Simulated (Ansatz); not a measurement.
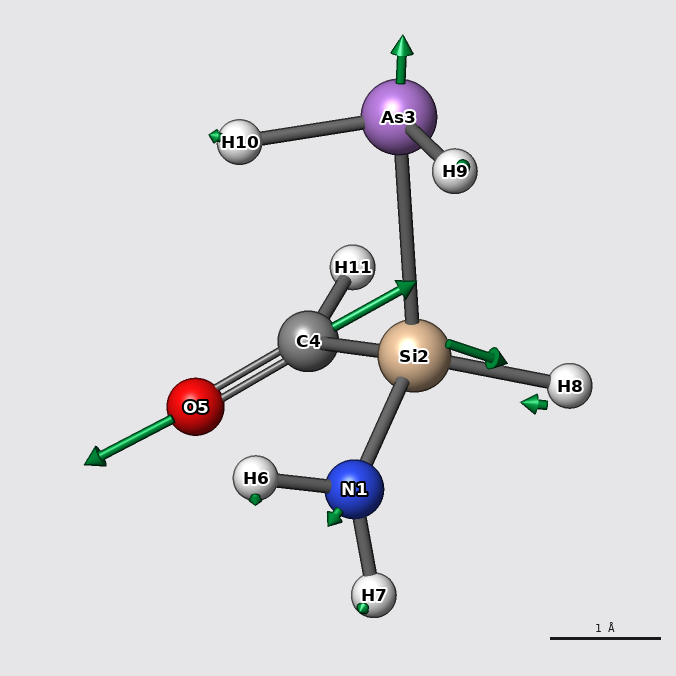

Arrows show the forces on the atoms, 3 Å of arrow for 1 eV/Å; forces under a tenth of the largest aren't drawn. Level of theory: B3LYP-D4/def2-TZVPP (Ansatz 0.2.0).

> Along which bond is the force strongest?

C4–O5, now 1.206 Å: the forces push its atoms apart, so a first step downhill lengthens it.

List the force components in the frame of the picture (x right, y up, z towards the viewer), in eV/Å.

| atom | Fx | Fy | Fz |
| --- | --- | --- | --- |
| N1 | −0.04 | −0.05 | 0.02 |
| Si2 | 0.18 | −0.06 | −0.12 |
| As3 | 0.01 | 0.15 | 0.04 |
| C4 | 0.26 | 0.14 | 0.00 |
| O5 | −0.27 | −0.14 | −0.07 |
| H6 | 0.00 | −0.03 | 0.02 |
| H7 | −0.02 | −0.02 | 0.03 |
| H8 | −0.08 | 0.01 | 0.02 |
| H9 | 0.01 | 0.01 | 0.04 |
| H10 | −0.04 | 0.01 | 0.01 |
| H11 | −0.02 | −0.02 | 0.02 |
